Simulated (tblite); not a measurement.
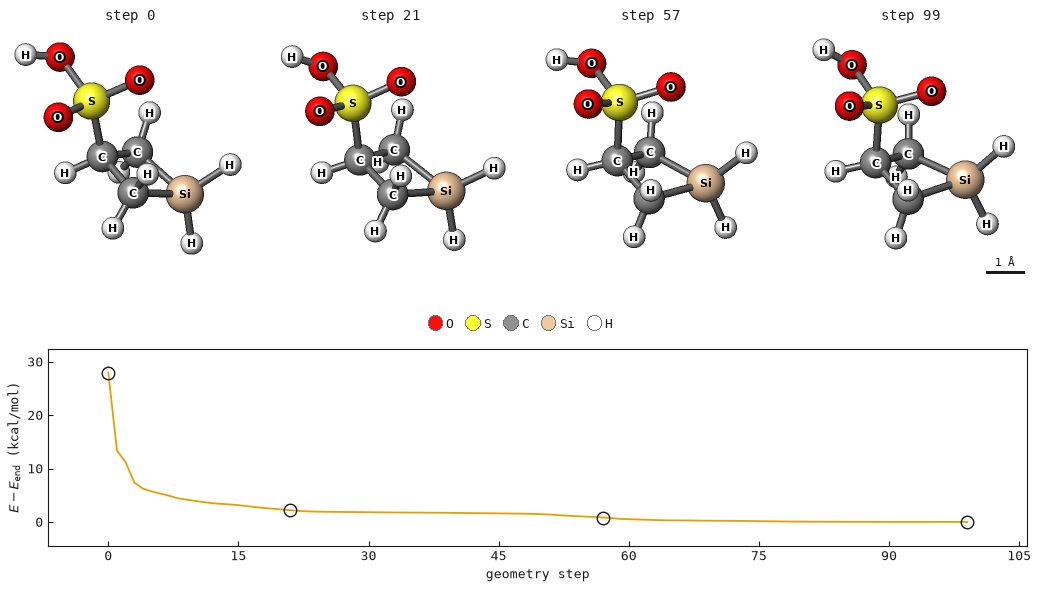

Frames of a relaxation of C3H8O3SSi, marked on the history of the run. A ball-and-stick model, seen from a free direction.

These are results of tblite 0.8.0, GFN2-xTB geometry optimisation, gas phase, not measurements. 

Describe the path.

Answer. Over 99 geometry steps the energy falls by 28.0 kcal/mol. The largest move after the best rigid fit is that of an H atom, 0.68 Å. Largest moves by element: H 0.68 Å, O 0.64 Å, Si 0.42 Å, C 0.24 Å, S 0.23 Å. Among the contacts that change: S–Si 3.737 → 3.237 Å, O–S 1.518 → 1.431 Å, C–Si 1.846 → 1.918 Å, C–H 1.130 → 1.089 Å. Among the angles between lasting bonds that change: C–Si–H 108.7° → 121.5°, S–C–C 116.7° → 104.9°, O–S–O 106.4° → 118.1°. Groups turn about C–C by about 30°, C–C by about 20°. The run took 1.3 s on 1 thread of Arm Neoverse N1 (shared host). From step 0 to 21: an O atom moves most (0.31 Å), energy −25.8 kcal/mol. From step 21 to 57: an H atom moves most (0.52 Å), energy −1.37 kcal/mol. From step 57 to 99: an H atom moves most (0.36 Å), energy −0.83 kcal/mol.

| step | E − E(0), kcal/mol |
| --- | --- |
| 0 | 0.00 |
| 1 | -14.59 |
| 2 | -16.78 |
| 3 | -20.59 |
| 4 | -21.72 |
| 5 | -22.25 |
| 6 | -22.63 |
| 7 | -23.04 |
| 8 | -23.51 |
| 9 | -23.77 |
| 10 | -24.01 |
| 15 | -24.81 |
| 19 | -25.48 |
| 24 | -26.02 |
| 29 | -26.12 |
| 33 | -26.18 |
| 38 | -26.23 |
| 43 | -26.32 |
| 47 | -26.39 |
| 52 | -26.68 |
| 57 | -27.12 |
| 62 | -27.54 |
| 66 | -27.67 |
| 71 | -27.74 |
| 76 | -27.82 |
| 80 | -27.89 |
| 85 | -27.92 |
| 90 | -27.94 |
| 94 | -27.95 |
| 99 | -27.95 |
